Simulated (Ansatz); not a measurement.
# How fast states decay through MgCd3O4, part 3 of 3

A new crystal, MgCd3O4: structure, gap and complex bands. It is built by putting Cd for Zn in the MgZn3O4 structure of space group Cm, with the volume rescaled by atomic radii. The parent structure comes from the Materials Project.

Ansatz 0.2.0; r2SCAN DFT, plane waves, PAW files (the session's first sound run).

So far, gap on the k-mesh (eV): step 3 (the bulk crystal and its band edges, r2SCAN) 0.736; step 4 (complex bands, plane (100), k-mesh 8×4×8, r2SCAN) 0.736; step 6 (PBEsol, cutoff 420 eV) 0.272.

The structure was built from a prototype and need not be the compound's stable phase.

## Step 7: Complex bands at another level, cutoff 420 eV

This step: PBEsol DFT, plane waves, PAW files; complex bands by layer matching along the plane's normal (Ansatz 0.2.0).

The complex bands at that level, over its own gap, at (0, 0) and (0.5, 0).

File input.yaml:

```yaml
crystal:
  lattice:
    - [3.503649733, 0.0, 0.0]
    - [0.0, 6.125797755, 0.0]
    - [1.751824866, 3.020015396, 5.622830556]
  atoms:
    - { symbol: Mg, position: [0.7498081956, 0.0860814984, 0.5003836088] }
    - { symbol: Cd, position: [0.2475682605, 0.5794302233, 0.504863479] }
    - { symbol: Cd, position: [0.4941220096, 0.1630493281, 0.0117559808] }
    - { symbol: Cd, position: [0.0081720485, 0.6693374141, 0.983655903] }
    - { symbol: O, position: [0.9256079001, 0.2658865117, 0.1487841998] }
    - { symbol: O, position: [0.4415372092, 0.7715465374, 0.1169255816] }
    - { symbol: O, position: [0.2049540717, 0.8936584292, 0.5900918566] }
    - { symbol: O, position: [0.6902712947, 0.3330930379, 0.6194574106] }
kpoints:
  mp_grid: { grid: [8, 4, 8] }
scf:
  occupations: { method: fixed }
hamiltonian:
  xc: pbesol
output:
  eigenvalues: true
  transmission:
    leads: [[0, 0]]
    kpoints: [[0.0, 0.0], [0.5, 0.0]]
    e_range: [-1.0, 1.27]
    de: 0.05
```

Command:

```
$ ansatz run input.yaml --threads 2 --pin off --max-ram 4096MiB --backend cpu --events-out ev --progress --plain --runs-dir out
```

Numbers of over 12 decimals in the logs are rounded to 6 here.

The program printed:

```text
[...]
Crystal: 8 atoms, lattice volume = 120.681 Å³
Basis set: ecut = 420 eV, 2345 PW (Γ)
Bands: 57, of which v1, the nominal top of the filled ones, is band 47 counted from 1 (46 counted from 0)
Symmetry: 2 space group operations
[...]
k-points: 78 of 256 (time reversal used)
[...]
SCF iter   1: F=—  HF=-28708.690751 eV  |F-HF|=—  |Δ(HF+E_count)|=         —  Δρ=1.43e-2  dr2=2.23e-1  ethr=1.77e-3  ⟨swp⟩=5.0  Hψ=13305  notcnv=0  defer=623
[...]
SCF iter   9: F=-28708.636546 eV  HF=-28708.636546 eV  |F-HF|=2.04e-8  |Δ(HF+E_count)|=   1.57e-8  Δρ=3.46e-6  dr2=1.72e-8  ethr=1.06e-10  ⟨swp⟩=2.9  Hψ=8436  notcnv=0
SCF 1 converged in 9 iterations: F = -28708.636546 eV  dr2 = 1.72e-8
[...]
transmission: 7 of 14 steps passed
transmission: 14 of 14 steps passed
SCF converged after 9 iterations
Free energy (F): -28708.636546 eV
[...]
Internal energy: -28708.636546 eV  (E = F + TS)
E sigma→0 (E₀):  -28708.636546 eV
Fermi energy:    8.174756 eV
[...]
--- Band table (eV; the first three rows and the last of 78) ---
  k-point 0: bands = [... 43 lower, 7.5005, 7.9799, 8.0798, 8.1748, 8.4465, 12.7322, 13.2112, 13.3224, ... 6 higher]
  k-point 1: bands = [... 43 lower, 7.5413, 7.6679, 8.0834, 8.1588, 8.8492, 12.4401, 13.2044, 13.6083, ... 6 higher]
  k-point 2: bands = [... 43 lower, 7.3479, 7.6341, 8.0766, 8.1149, 9.4717, 11.9685, 13.2156, 13.9542, ... 6 higher]
  k-point 77: bands = [... 43 lower, 7.0275, 7.2174, 7.4036, 7.4505, 12.5717, 13.1479, 13.4426, 14.2574, ... 6 higher]
--- Transmission ---
  basis      : 187 plane waves across, 7 finite elements along
  points     : 2, as listed
[...]
crystal 0  : Cd3O4Mg1, at the sites [0, 0], period 5.6228 Å: whole cells are its period
[...]
channels       : 0.000000e0 a spin
[...]
slowest decay  : 0.0514 /Å at (0.0000, 0.0000)
```

It took 53 s on 2 threads of Arm Neoverse V1, shared host; peak memory 0.59 GiB.

Numbers from this step:

```
free energy                                               : -28708.6365 eV
Fermi energy                                              : 8.175 eV
gap on the k-mesh                                         : 0.2717 eV
level to which the leads are filled                       : 0.1359 eV from the Fermi level
decay constant at the filling level, zone centre          : 0.05142 Å⁻¹
decay constant at the filling level, slowest listed point : 0.0514 Å⁻¹
```

K parallel (0, 0); values up to 1.5 1/Å, a degenerate pair printed once or twice; energies at which all values exceed this have no row. Table of Im kz of the slowest decaying states by energy, zero at the highest filled level on the SCF mesh:

```
energy (eV)  decay 1 (Å⁻¹)  decay 2 (Å⁻¹)  decay 3 (Å⁻¹)  decay 4 (Å⁻¹)
    -1.0000          0.106          0.286          0.306          0.974
    -0.7500          0.171          0.206           0.22          0.360
    -0.5000          0.277          0.343          0.440          0.947
    -0.2500          0.175          0.297          0.310          0.474
     0.0000         0.0309         0.0597          0.302          0.399
     0.2500         0.0242          0.406          0.483          0.522
     0.5000          0.440          0.637          0.638          0.678
     0.7500          0.459          0.732          0.736          0.744
     1.0000          0.472          0.780          0.816          0.829
     1.2500          0.482          0.823          0.882          0.895
```

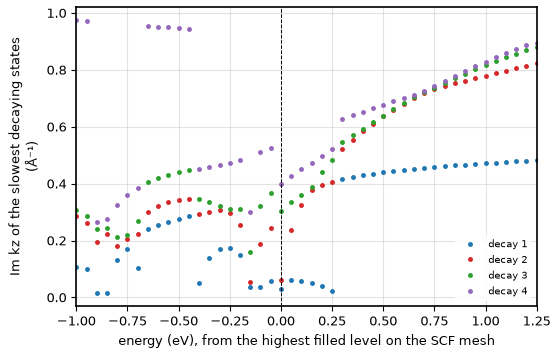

Im kz of the slowest decaying states, plotted against energy.

K parallel (0, 0). Table of Re kz of states that move upwards by energy, zero at the highest filled level on the SCF mesh:

```
energy (eV)  channel 1 (Å⁻¹)  channel 2 (Å⁻¹)
    -1.0000           -0.368            0.262
    -0.7500           -0.238                -
    -0.5000           -0.137            0.338
    -0.2500          -0.0442                -
     0.0000                -                -
     0.2500                -                -
     0.5000           0.0957                -
     0.7500            0.158                -
     1.0000            0.215                -
     1.2500            0.269                -
```

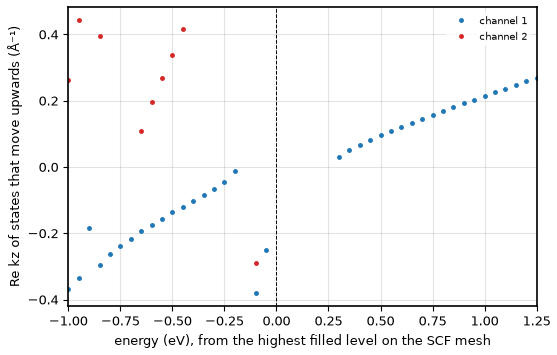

Re kz of states that move upwards, plotted against energy.

K parallel (0.5, 0); values up to 1.5 1/Å, a degenerate pair printed once or twice; energies at which all values exceed this have no row. Table of Im kz of the slowest decaying states by energy, zero at the highest filled level on the SCF mesh:

```
energy (eV)  decay 1 (Å⁻¹)  decay 2 (Å⁻¹)  decay 3 (Å⁻¹)  decay 4 (Å⁻¹)
    -1.0000         0.0627          0.208           1.18           1.23
    -0.7500          0.217          0.348           1.17           1.23
    -0.5000          0.274          0.437           1.17           1.22
    -0.2500          0.344          0.505           1.17           1.22
     0.0000          0.390          0.561           1.16           1.21
     0.2500          0.425          0.608           1.15           1.21
     0.5000          0.452          0.650           1.14           1.20
     0.7500          0.473          0.687           1.13           1.20
     1.0000          0.491          0.721           1.11           1.19
     1.2500          0.505          0.754           1.09           1.18
```

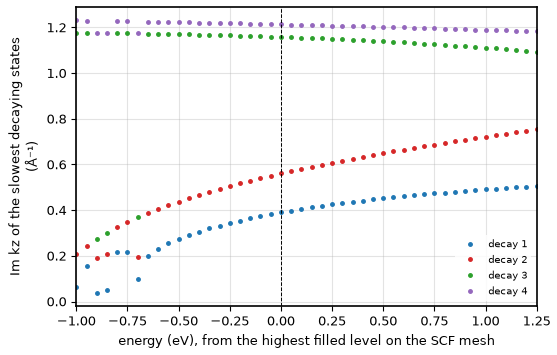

Im kz of the slowest decaying states, plotted against energy.

At the listed wavevectors the last open channel is at -0.05 eV and the next at +0.30 eV on the grid. At +0.15 eV, the grid energy nearest the filling level (the middle of the gap on the SCF mesh), the slowest state at the listed wavevectors decays with κ = 0.0514 Å⁻¹, its amplitude falling by e over 19 Å; the first such run, plane (100), gave 0.105 Å⁻¹.

## Step 8: Results

* band gap: 0.736 eV
* least decay constant at mid-gap, normal to (100): 0.105 Å⁻¹
* least decay constant on a mesh, normal to (100): 0.104 Å⁻¹
* least decay constant, PBEsol: 0.0514 Å⁻¹

In words: With r2SCAN, the slowest decay at the wavevectors tried is κ = 0.105 Å⁻¹, normal to (100). Through such a film the transmission near mid-gap falls as exp(−2κd), a factor of ten every 11 Å. A free electron under a barrier of half the gap would need a mass of 0.11 mₑ to decay at this rate. With PBEsol the gap goes from 0.736 to 0.272 eV and the decay constant, over the first 2 listed wavevectors, from 0.105 to 0.0514 Å⁻¹. The compound is made up by substitution; its stability against other phases and against distortions of the cell's symmetry was not tested. r2SCAN still narrows gaps, if less than LDA and GGA do, so real decay constants are likely larger.

[Logs are printed without paths, hosts, clocks, repeated set-up lines and the standing remarks that a program may print on its own settings, such as how far it seeks lower states.]

[Hosts, paths, dates, database ids (printed as entryN), source tags and the programs' standing remarks are cut or masked in the printed files.]

[New means built here by substitution; the compound itself may be known and measured.]
